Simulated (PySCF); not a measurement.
The calculation's input:

```
{"job": {"kind": "uv", "xc": "PBE0", "basis": "def2-SVPD", "ip": true, "dynamic": false}, "charge": 0, "multiplicity": 1}
F     -1.683720    -1.719562    -0.458409
C     -1.319918    -0.448450    -0.612303
F     -2.432008     0.295891    -0.562843
F     -0.800012    -0.307807    -1.831457
C     -0.360013    -0.027413     0.461933
C      0.557420     1.168420     0.218237
P      1.425329    -0.412590     0.388992
Se     2.512205    -1.469942    -1.023634
H     -0.818897    -0.108585     1.453245
H      0.639166     1.930392     0.999323
H      0.556138     1.562700    -0.803776
H      1.764606    -0.491388     1.761359
```

Run with:

```sh
OMP_NUM_THREADS=1 python probes_run.py task.json out
```

Geometry: PBE0-D3(BJ)/def2-SVP.

All numbers below come from PBE0/def2-SVPD, SCF density, gas phase (PySCF).

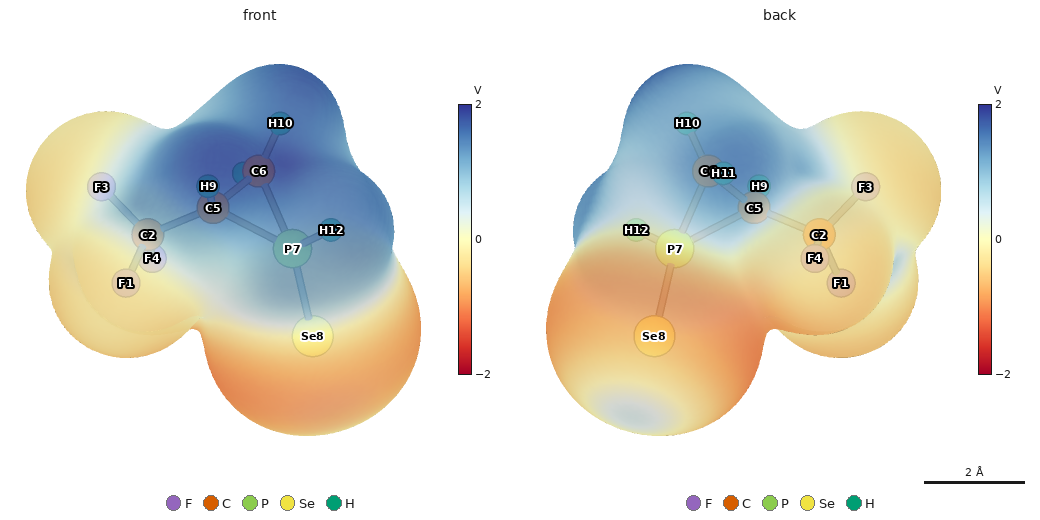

C3H4F3PSe. The electrostatic potential painted on the density surface at 0.002 e/bohr³, seen from the front and from behind; red is negative and blue positive.

**Describe the electrostatic potential map.**

The most negative region (about −1.0 V) lies over F4 and Se8, the most positive (about +1.9 V) over the C, H and P atoms.

**How polar is the molecule by this calculation?**

Its dipole moment is 4.35 D.
